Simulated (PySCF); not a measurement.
**C3H11BN2O: electronic excitations**

What electronic excitations should C3H11BN2O (`CC[B@@H-]([NH3+])NC=O`) show?

The runs use PySCF 2.14.0, with density-fitted response routines of our own; the level of theory stands in each step. All values are computed, except where a source is named. Atoms count from 0, in the outputs and in this text.

## Step 1: Starting geometry

18 atoms, charge 0, multiplicity 1; geometry from: GFN2-xTB.

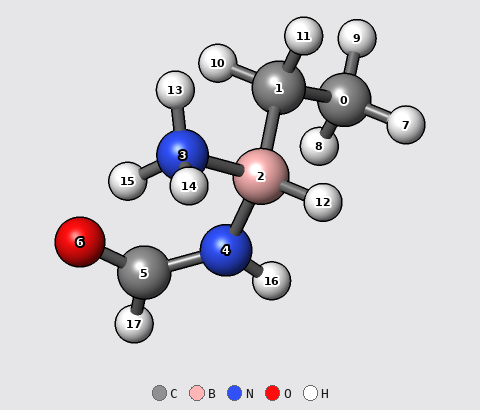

As it starts; carbon grey, boron pink, nitrogen blue, oxygen red, hydrogen white, atoms numbered.

## Step 2: TDDFT and polarisability: wB97X-D/def2-SVPD

The job: settings as JSON, then the geometry in Å.

```
{"job": {"kind": "uv", "xc": "wB97X-D", "basis": "def2-SVPD", "nstates": 8, "ntriplets": 3}, "charge": 0, "multiplicity": 1}
C      1.859499    -1.338111     0.040435
C      1.244132    -0.024664    -0.443180
B      0.055516     0.540596     0.523677
N     -0.597391     1.809889    -0.221695
N     -1.088111    -0.496812     0.644535
C     -2.201326    -0.557951    -0.052482
O     -2.584426     0.286124    -0.870421
H      2.236611    -1.227245     1.055058
H      1.115022    -2.131932     0.038350
H      2.684845    -1.649074    -0.599430
H      0.869581    -0.182434    -1.458919
H      2.047074     0.715032    -0.517314
H      0.417272     0.851498     1.615430
H      0.026375     2.199525    -0.918774
H     -0.895927     2.536392     0.418483
H     -1.450956     1.375733    -0.682664
H     -0.907455    -1.261739     1.273180
H     -2.839093    -1.438508     0.144075
```

Method: TDDFT wB97X-D/def2-SVPD, vertical, gas phase, core orbitals frozen in the response.

The run is started by

```
OMP_NUM_THREADS=1 python probes_run.py task.json out
```

This one command runs all jobs of the session in turn.

Standard output:

```text
coarse grid: 14376 points
cycle   1  E = -330.0790220660  dE =  1.026e+00  |g| = 8.309e-01  |ddm| = 6.552e+00
cycle   2  E = -329.9859170566  dE =  9.311e-02  |g| = 1.147e+00  |ddm| = 3.603e+00
cycle   3  E = -330.2250165594  dE = -2.391e-01  |g| = 1.287e-01  |ddm| = 2.148e+00
cycle   4  E = -330.2280310196  dE = -3.014e-03  |g| = 5.686e-02  |ddm| = 2.237e-01
cycle   5  E = -330.2287336953  dE = -7.027e-04  |g| = 9.308e-03  |ddm| = 9.669e-02
cycle   6  E = -330.2287535867  dE = -1.989e-05  |g| = 3.139e-03  |ddm| = 2.523e-02
cycle   7  E = -330.2287563817  dE = -2.795e-06  |g| = 6.176e-04  |ddm| = 1.019e-02
final grid: 137120 points
cycle   8  E = -330.2712363457  dE = -1.191e-04  |g| = 8.244e-03  |ddm| = 2.451e-01
cycle   9  E = -330.2712377442  dE = -1.399e-06  |g| = 8.361e-03  |ddm| = 3.885e-02
cycle  10  E = -330.2712513641  dE = -1.362e-05  |g| = 1.116e-03  |ddm| = 1.012e-02
cycle  11  E = -330.2712515742  dE = -2.102e-07  |g| = 6.933e-04  |ddm| = 3.924e-03
cycle  12  E = -330.2712516709  dE = -9.662e-08  |g| = 1.258e-04  |ddm| = 2.069e-03
cycle  13  E = -330.2712516753  dE = -4.463e-09  |g| = 3.571e-05  |ddm| = 3.666e-04
cycle  14  E = -330.2712516758  dE = -5.230e-10  |g| = 1.554e-05  |ddm| = 1.702e-04
converged SCF energy = -330.2712516758

Static polarisability (au): isotropic 74.132, principal 63.767 74.469 84.159

Singlet excitations
state   eV       nm        f      main configurations
  1   6.1248    202.4   0.00351   H-1->L+1 0.61, H-1->L+2 0.26
  2   6.6180    187.3   0.00559   H->L 0.90
  3   6.9193    179.2   0.20838   H->L+1 0.70, H->L+2 0.17
  4   7.1657    173.0   0.00490   H->L+2 0.67, H->L+1 0.18
  5   7.4613    166.2   0.03150   H-1->L 0.77
  6   7.8690    157.6   0.05526   H->L+3 0.79
  7   7.9830    155.3   0.02080   H->L+4 0.48, H-1->L+2 0.18, H-2->L 0.08
  8   8.0304    154.4   0.04157   H-1->L+2 0.41, H->L+4 0.22, H-1->L+1 0.16

Triplet excitations (Tamm-Dancoff, eV): 5.1960 5.7606 6.5712
```

Run time: 91 s. Hardware: 1 thread of Arm Neoverse N1, shared host; peak memory 0.96 GiB.

Frontier orbitals and where they lie:

| orbital | eV | atoms |
| --- | --- | --- |
| HOMO−3 | -10.80 | C1 23 %, C0 12 %, B2 12 % |
| HOMO−2 | -10.47 | O6 21 %, N4 20 %, C1 15 % |
| HOMO−1 | -9.48 | O6 52 %, C5 11 %, N3 8 % |
| HOMO | -8.74 | N4 25 %, C1 18 %, O6 17 % |
| LUMO | 1.77 | B2 42 %, H14 15 %, H13 10 % |
| LUMO+1 | 2.40 | C5 27 %, O6 16 %, N4 13 % |
| LUMO+2 | 2.50 | C5 22 %, H16 12 %, O6 12 % |

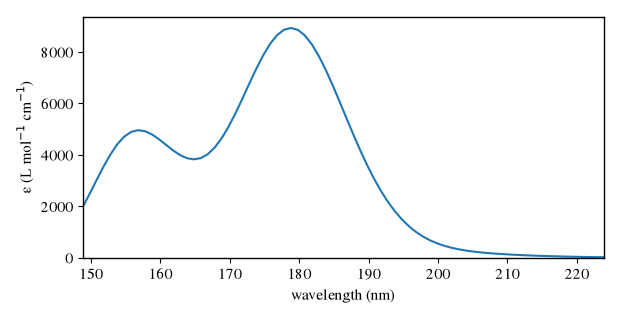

Absorption spectrum: each of the 8 states is a Gaussian band of 0.4 eV half-width at 1/e. Beyond the last state computed it falls off for lack of states.

Further results of this job:

| property | computed |
| --- | --- |
| dipole moment (D) | 1.66 |
| polarisability (Å³) | 10.99 |
| HOMO–LUMO gap (eV) | 10.51 |
| −ε(HOMO) (eV) | 8.74 |

## Step 3: Summary of results

```
                                quantity                        value
      lowest singlet (wB97X-D/def2-SVPD)  6.12 eV (202 nm), f = 0.004
brightest single state of those computed  state 3, 6.92 eV, f = 0.208
                          lowest triplet                      5.20 eV
```

What this shows: The lowest singlet, at 6.12 eV, is HOMO−1→LUMO+1 0.61, HOMO−1→LUMO+2 0.26 and is weak; of the 8 states computed, the strongest absorption comes from state 3 at 6.92 eV. The lowest triplet lies 0.93 eV below the lowest singlet (triplets in Tamm-Dancoff, singlets in full TDDFT).
